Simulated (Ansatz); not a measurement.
# CH3AlCl2O: the cost of one run

Program: Ansatz 0.2.0, Gaussian basis. Level of theory: the settings change from run to run. These are calculated values, not measurements.

## (1) The geometry

The geometry comes from an earlier relaxation with PBE0-D4 in a triple-zeta def2 set; it is a stationary point, not always the lowest conformer.

SMILES `C[O][Al]([Cl])[Cl]`, 8 atoms, charge 0, spin multiplicity 1.

Atoms are counted from 1 here; the program's logs count them from 0.

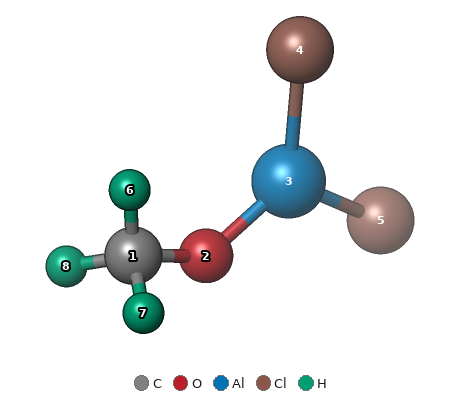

The geometry (carbon grey, oxygen red, aluminium blue, chlorine brown, hydrogen teal); atoms are numbered from 1 in the order of the file.

## (2) CAM-B3LYP/def2-TZVPP

This run has coordinates scaled by 1.05, D3(BJ) dispersion.

The input, in.yaml:

```yaml
crystal:
  periodic: [false, false, false]
  atoms:
    - {symbol: C, position_ang: [-0.671576, 1.098540, -0.543614]}
    - {symbol: O, position_ang: [-0.608845, -0.265957, 0.004627]}
    - {symbol: Al, position_ang: [0.645595, -1.324089, 0.604886]}
    - {symbol: Cl, position_ang: [2.730645, -0.674517, 0.650090]}
    - {symbol: Cl, position_ang: [0.106213, -3.308540, 1.311573]}
    - {symbol: H, position_ang: [0.362994, 1.598615, -0.592548]}
    - {symbol: H, position_ang: [-1.357300, 1.746900, 0.110783]}
    - {symbol: H, position_ang: [-1.110811, 1.069092, -1.604281]}
basis:
  gaussian: {orbitals: def2-TZVPP}
hamiltonian: {xc: {name: CAM-B3LYP}, dispersion: d3bj}
output: {forces: true}
```

Started as:

```console
> ansatz run in.yaml --threads 4 --pin off --events-out ev --progress --plain --max-ram 10444MiB
```

What time and memory should one allow on 4 threads of Arm Neoverse V1, shared host?

About 4.2 s, with a peak of 0.75 GiB.
